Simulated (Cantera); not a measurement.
A closed system holds: 1 mol B2O3, 2.8 mol H2, held at 1.60 mbar.

Method: chemical equilibrium by Gibbs-energy minimisation in Cantera with the NASA 1993 tables (ideal gas, pure condensed phases). Candidate condensed phases: B, B2O3, B3O3H3, H2O; 23 gas species. Kinetics and transport are ignored.

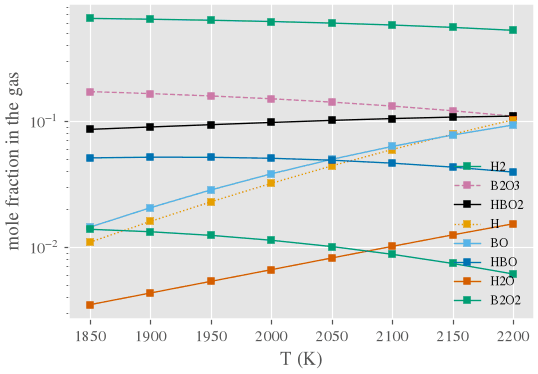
Figure: Equilibrium gas composition (values under 1e-9 drawn at 1e-9)

From 1850 K to 2200 K nothing is condensed. The main B-bearing gas is B2O3 throughout.
